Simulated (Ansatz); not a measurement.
# AlH3Cl− (SMILES [H][Al-]([H])([H])[Cl]): levels of theory compared

Aim: a comparison of 6 runs (HF/STO-3G, BLYP/STO-3G, SVWN5/STO-3G, UPBE/STO-3G, CCSDT/STO-3G, CCSDTQ/STO-3G) of AlH3Cl−. 

The calculation is run with Ansatz 0.2.0.

1 further run of the same task is left out (it didn't finish).

**1. The structure to begin with**

The species is AlH3Cl− (5 atoms), meant as a singlet with charge -1. SMILES: `[H][Al-]([H])([H])[Cl]`. The H4–Al1 distance was set to 2.412 Å, away from the relaxed value. At this shape a bond of the SMILES string is far longer than usual.

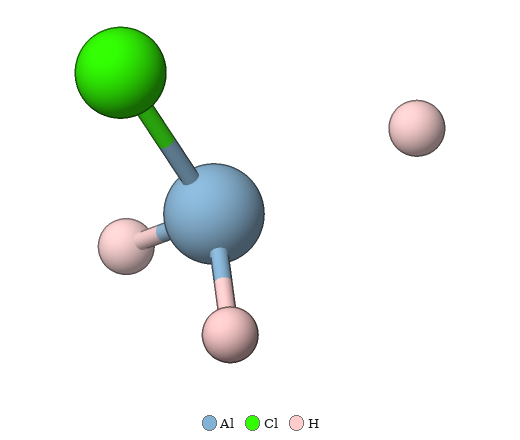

The structure, seen from a chosen angle (aluminium light blue, chlorine green, hydrogen pink).

**2. A single-point energy at HF/STO-3G (run 1)**

molecule.yaml reads:

```yaml
crystal:
  periodic: [false, false, false]
  atoms:
    - symbol: Al
      position_ang: [0.384012, -0.666551, 0.093900]
    - symbol: Cl
      position_ang: [0.400312, -0.685331, 2.189920]
    - symbol: H
      position_ang: [1.918562, -0.655291, -0.388880]
    - symbol: H
      position_ang: [-0.775390, 1.334390, -0.590440]
    - symbol: H
      position_ang: [-0.381648, -1.995101, -0.392050]
basis:
  gaussian:
    orbitals: STO-3G
accuracy: high
hamiltonian:
  xc: hf
total_charge: -1
```

Started as:

```console
$ ansatz run molecule.yaml --threads 1 --pin off --max-ram 2610MiB --events-out events.jsonl --progress --plain --runs-dir runs
```

The log of the run:

```text
Warning: RAYON_NUM_THREADS=1 ignored (pool sized by the plan → 1); use --threads N
Functional definition: HF
  name "HF"
  exchange = exact_x
  correlation = 0
362 factors; integrals over basis functions are off by at most 1.3e-8 eV
mean field evaluation 1: about -18914.3974 eV, gradient 1.8e1 eV
mean field evaluation 2: about -18914.4064 eV, gradient 1.8e1 eV
mean field evaluation 4: about -18916.4564 eV, gradient 8.5e-1 eV
mean field evaluation 8: about -18916.4555 eV, gradient 3.4e-5 eV
mean field -18916.45549212 eV, -695.1669173014 hartree, gradient 7.0e-9 eV, S^2 0.000000; 0 other end points of the search recorded, 0 dependent functions left out
reference -18916.45549212 eV, -695.1669173014 hartree; 17, 17 occupied and 4, 4 virtual orbitals, 362 factors
Total energy: -18916.45549212 eV, -695.1669173014 hartree
```

Wall time 0.14 s (1 thread of Intel Xeon 6975P-C (Granite Rapids), shared host).

**3. The energy at BLYP/STO-3G (run 2)**

input.yaml reads:

```yaml
crystal:
  periodic: [false, false, false]
  atoms:
    - symbol: Al
      position_ang: [0.384012, -0.666551, 0.093900]
    - symbol: Cl
      position_ang: [0.400312, -0.685331, 2.189920]
    - symbol: H
      position_ang: [1.918562, -0.655291, -0.388880]
    - symbol: H
      position_ang: [-0.775390, 1.334390, -0.590440]
    - symbol: H
      position_ang: [-0.381648, -1.995101, -0.392050]
basis:
  gaussian:
    orbitals: STO-3G
total_charge: -1
hamiltonian:
  xc: {name: BLYP}
accuracy: high
```

Started as:

```console
$ ansatz run input.yaml --threads 1 --pin off --max-ram 2610MiB --events-out events.jsonl --progress --plain --runs-dir runs
```

The log of the run:

```text
Warning: RAYON_NUM_THREADS=1 ignored (pool sized by the plan → 1); use --threads N
Functional definition: BLYP
  name "BLYP"
  parameter beta = 0.0042
  parameter a = 0.04918
  parameter b = 0.132
  parameter c = 0.2533
  parameter d = 0.349
  exchange = b88_x(beta = beta)
  correlation = lyp_c(a = a, b = b, c = c, d = d)
362 factors; integrals over basis functions are off by at most 1.3e-8 eV
mean field evaluation 1: about -18941.8143 eV, gradient 3.2e1 eV
mean field evaluation 2: about -18928.8559 eV, gradient 4.7e1 eV
mean field evaluation 4: about -18947.0296 eV, gradient 1.8e0 eV
mean field evaluation 8: about -18946.9892 eV, gradient 4.6e-2 eV
mean field evaluation 16: about -18946.9892 eV, gradient 7.3e-7 eV
mean field -18946.98924972 eV, -696.2890121965 hartree, gradient 6.8e-8 eV, S^2 0.000000; 0 other end points of the search recorded, 0 dependent functions left out
reference -18946.98928959 eV, -696.2890136619 hartree; 17, 17 occupied and 4, 4 virtual orbitals, 362 factors
Total energy: -18946.98928959 eV, -696.2890136619 hartree
```

Wall time 0.69 s (1 thread of Intel Xeon 6975P-C (Granite Rapids), shared host); peak memory 0.11 GiB.

**4. A single-point energy at SVWN5/STO-3G (run 3)**

in.yaml reads:

```yaml
crystal:
  periodic: [false, false, false]
  atoms:
    - {symbol: Al, position_ang: [0.384012, -0.666551, 0.093900]}
    - {symbol: Cl, position_ang: [0.400312, -0.685331, 2.189920]}
    - {symbol: H, position_ang: [1.918562, -0.655291, -0.388880]}
    - {symbol: H, position_ang: [-0.775390, 1.334390, -0.590440]}
    - {symbol: H, position_ang: [-0.381648, -1.995101, -0.392050]}
basis:
  gaussian:
    orbitals: STO-3G
accuracy: high
total_charge: -1
hamiltonian:
  xc: {name: SVWN5}
```

Started as:

```console
$ ansatz run in.yaml --threads 1 --pin off --max-ram 2610MiB --events-out events.jsonl --progress --plain --runs-dir runs
```

The log of the run:

```text
Warning: RAYON_NUM_THREADS=1 ignored (pool sized by the plan → 1); use --threads N
Functional definition: SVWN5
  name "SVWN5"
  exchange = slater_x
  correlation = vwn5_c
362 factors; integrals over basis functions are off by at most 1.3e-8 eV
mean field evaluation 1: about -18871.9704 eV, gradient 3.1e1 eV
mean field evaluation 2: about -18859.3560 eV, gradient 4.7e1 eV
mean field evaluation 4: about -18876.9105 eV, gradient 1.9e0 eV
mean field evaluation 8: about -18876.8658 eV, gradient 1.4e-1 eV
mean field evaluation 16: about -18876.8660 eV, gradient 3.2e-7 eV
mean field -18876.86597171 eV, -693.7120292611 hartree, gradient 1.8e-8 eV, S^2 0.000000; 0 other end points of the search recorded, 0 dependent functions left out
reference -18876.86597353 eV, -693.7120293278 hartree; 17, 17 occupied and 4, 4 virtual orbitals, 362 factors
Total energy: -18876.86597353 eV, -693.7120293278 hartree
```

It took 0.66 s on 1 thread of Intel Xeon 6975P-C (Granite Rapids), shared host; peak memory 0.11 GiB.

Runs 4 to 5 aren't shown in full; the table further down has their settings and results.

**5. The energy at CCSDTQ/STO-3G (run 6)**

run.yaml reads:

```yaml
crystal:
  periodic: [false, false, false]
  atoms:
    - symbol: Al
      position_ang: [0.384012, -0.666551, 0.093900]
    - symbol: Cl
      position_ang: [0.400312, -0.685331, 2.189920]
    - symbol: H
      position_ang: [1.918562, -0.655291, -0.388880]
    - symbol: H
      position_ang: [-0.775390, 1.334390, -0.590440]
    - symbol: H
      position_ang: [-0.381648, -1.995101, -0.392050]
basis:
  gaussian:
    orbitals: STO-3G
total_charge: -1
correlation:
  method: ccsdtq
  frozen_orbitals: {Al: 5, Cl: 5, H: 0}
accuracy: high
scf:
  omitted_lower_state_checks: [cluster_reference, increment]
```

Started as:

```console
$ ansatz run run.yaml --threads 1 --pin off --max-ram 2610MiB --events-out events.jsonl --progress --plain --runs-dir runs
```

The log of the run, shortened:

```text
Warning: RAYON_NUM_THREADS=1 ignored (pool sized by the plan → 1); use --threads N
[... 2 set-up lines as earlier in the session ...]
[...]
362 factors; integrals over basis functions are off by at most 1.3e-8 eV
[...]
mean field -18916.45549212 eV, -695.1669173014 hartree, gradient 7.0e-9 eV, S^2 0.000000; 0 other end points of the search recorded, 0 dependent functions left out; unrestricted orbitals would lower it
10 core orbitals not correlated: weight in the atoms' cores, before any rotation towards them, 0.999 or more for the frozen orbitals, at most 0.000 for the correlated occupied ones
reference -18916.45549212 eV, -695.1669173014 hartree; 7, 7 occupied and 4, 4 virtual orbitals, 362 factors
second order -1.35005322 eV of doubles, -0.00000000 eV of singles
cycle   1  -1.70627003 eV  change   -3.6e-1 eV  update   8.6e-2
[...]
cycle  27  -2.04524553 eV  change  -4.7e-11 eV  update  1.3e-10
Total energy: -18918.50073765 eV, -695.2420786884 hartree
Checks for a lower state left out: cluster_reference, increment
```

Run time: 2.1 s. Hardware: 1 thread of Intel Xeon 6975P-C (Granite Rapids), shared host; peak memory 0.12 GiB.

**6. Overview of the runs**

| run | level | frozen core orbitals | energy (Eh) | wall time |
| --- | --- | --- | --- | --- |
| 1 | HF/STO-3G | – | -695.166917 | 0.14 s |
| 2 | BLYP/STO-3G | – | -696.289014 | 0.69 s |
| 3 | SVWN5/STO-3G | – | -693.712029 | 0.66 s |
| 4 | UPBE/STO-3G | – | -696.011693 | 1.3 s |
| 5 | CCSDT/STO-3G | 10 | -695.242252 | 0.24 s |
| 6 | CCSDTQ/STO-3G | 10 | -695.242079 | 2.1 s |

**7. Outcome**

| quantity | value |
| --- | --- |
| run 6: total energy | -695.24208 Eh |
| run 6: correlation energy (10 core orbitals frozen) | -75.2 mEh |
| run 6: T1 diagnostic | 0.023 |

In words: Below the HF energy at the same shape and in the same basis (STO-3G): CCSDT -75.3 mEh; CCSDTQ -75.2 mEh. Totals of different functionals can't be ranked against each other. In runs 5, 6 the log says that unrestricted orbitals would lower the reference, so the values rest on an unstable closed-shell determinant (other closed-shell runs at this shape may share the fault). In runs 1, 2, 3, 4, 5, 6 the basis is minimal, so the values are rough. All runs together took 5.2 s, the longest 2.1 s.
